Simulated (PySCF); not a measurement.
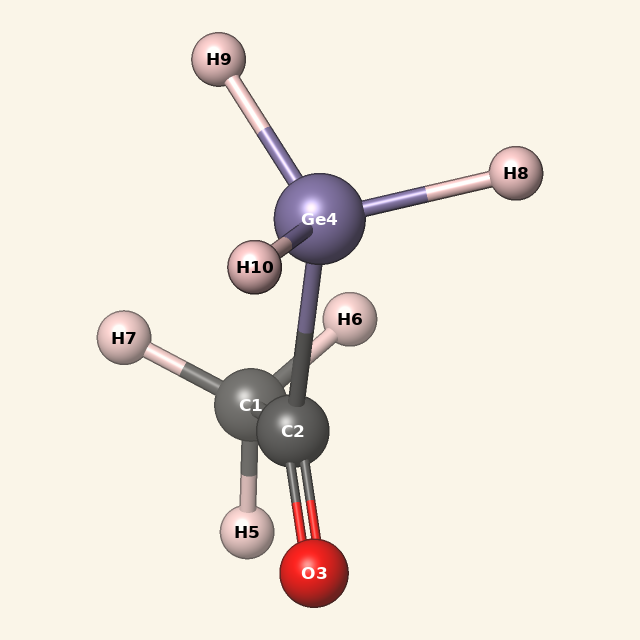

C1 lies behind C2. The molecule seen a little off the C2–C1 bond, C2 in front. Distant atoms are faded towards the background colour. Computed geometry: PBE0-D3(BJ)/def2-SVP optimisation. No frequency run is at hand to confirm it as a minimum.

What is the torsion angle Ge4–C2–C1–H5? The sign is positive where the front bond must turn clockwise to cover the back bond.

Answer. 177°, antiperiplanar (anti).
